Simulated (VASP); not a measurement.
Band structure of Al2Ga2As4 (ordered alloy cell). All values below come from PBEsol GGA, VASP's PBE PAW potentials (set 64) (plane waves; VASP 6.6.1).

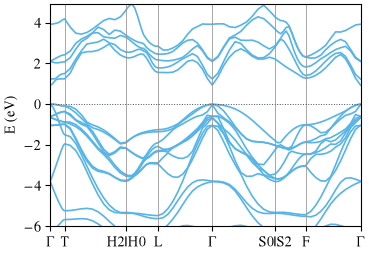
Fig. 1. Bands along high-symmetry lines, zero at the valence-band maximum or, without a gap, the Fermi level

Q: Read the plot: is there a gap, and where are the band edges?

A: The gap is direct, 0.93 eV, from the valence maximum at Γ to the conduction minimum at Γ. (Edges off the drawn lines would not show.)

The structure was generated: Al2Ga2As4 was put into an ordered model structure (R3m), which need not be its known phase. It was relaxed first.
